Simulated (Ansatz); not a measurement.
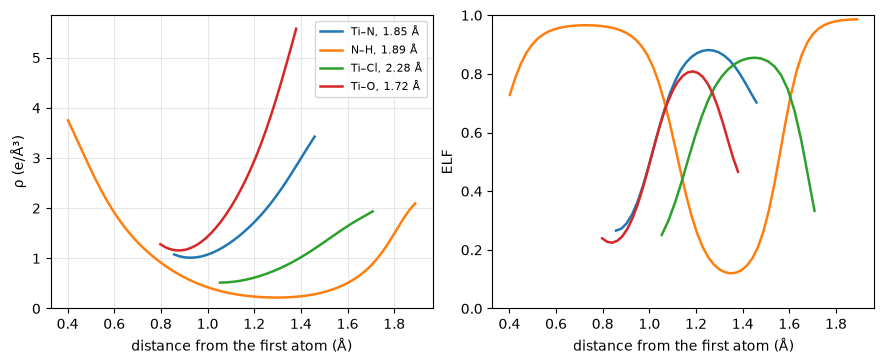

Figure 1: ClH₄NO₂Ti···NH₃. Total electron density and ELF along straight lines between neighbouring atoms. The curves leave out the atomic cores.

All numbers below come from RHF/def2-SVP in Ansatz.

Input file:

```
crystal:
  periodic: [false, false, false]
  atoms:
    - { symbol: Ti, position_ang: [0.632477, 0.355001, -0.240653] }
    - { symbol: "N", position_ang: [-0.658303, -0.088021, 2.731376] }
    - { symbol: H, position_ang: [-1.611708, 0.238667, 2.759006] }
    - { symbol: H, position_ang: [-0.46488, -0.511701, 3.623409] }
    - { symbol: "N", position_ang: [1.834442, 0.139179, -1.614286] }
    - { symbol: H, position_ang: [2.214102, -0.755249, -1.87219] }
    - { symbol: H, position_ang: [2.114873, 0.852122, -2.264176] }
    - { symbol: Cl, position_ang: [-1.219072, 1.3984, -1.012591] }
    - { symbol: O, position_ang: [0.282449, -1.243389, 0.338633] }
    - { symbol: H, position_ang: [-0.119609, -1.282875, 1.209844] }
    - { symbol: O, position_ang: [1.350445, 1.44486, 1.095131] }
    - { symbol: H, position_ang: [2.130047, 1.974586, 1.086614] }
    - { symbol: H, position_ang: [-0.053766, 0.740921, 2.649885] }
basis:
  gaussian: { orbitals: def2-SVP }
hamiltonian:
  xc: hf
relax:
  f_tol: 0.03
  max_steps: 50
output:
  orbitals: {}
```

Launched as:

```sh
ansatz run input.yaml --threads 4 --pin off --max-ram 5120MiB --backend cpu --events-out ev --progress --plain --runs-dir out
```

The fields are those of the relaxed geometry.

**What can be read from the curves?**

Ti–N (1.85 Å): the density is about 1 e/Å³ at the midpoint; the ELF peaks at about 0.90 in the valence shell of N, 0.6 Å from its nucleus, and is about 0.30 at the midpoint.
N2···H10 (1.89 Å): the density falls to about 0.22 e/Å³ on the way; the ELF dips to about 0.10 between them (a closed-shell contact with the geometry of a hydrogen bond).
Ti–Cl (2.28 Å): ρ is about 0.55 e/Å³ halfway; the ELF peaks at about 0.85 in the valence shell of Cl, 0.8 Å from its nucleus, and is about 0.45 at the midpoint.
Ti–O (1.72 Å): the density is about 1.2 e/Å³ at the midpoint; the ELF peaks at about 0.80 in the valence shell of O, 0.5 Å from its nucleus, and drops to about 0.20 between the two atoms.
